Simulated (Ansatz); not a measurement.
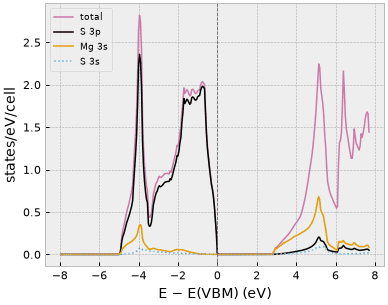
Figure. Total and projected density of states of MgS (rock salt, space group No. 225), DFT-PBEsol in the program Ansatz with PAW potentials

Q: Which orbitals carry the states next to the gap?

A: Top 1 eV of the valence band: S 3p 97 %. Bottom 1 eV of the conduction band: Mg 3s 74 %, S 3p 6 %, outside the projected shells 15 %. Projections are on Löwdin-orthogonalised atomic valence shells; empty p or d shells of many metals are not among them.

Q: Where is the tallest occupied peak in this window, and what makes it?

A: Near -3.9 eV, about 2.8 states/eV per cell; the largest projected share is S 3p.

Space group Fm-3m (rock salt). The cell was relaxed with PBEsol under the symmetry of its start.

Potentials: the later of the program's two PAW sets.
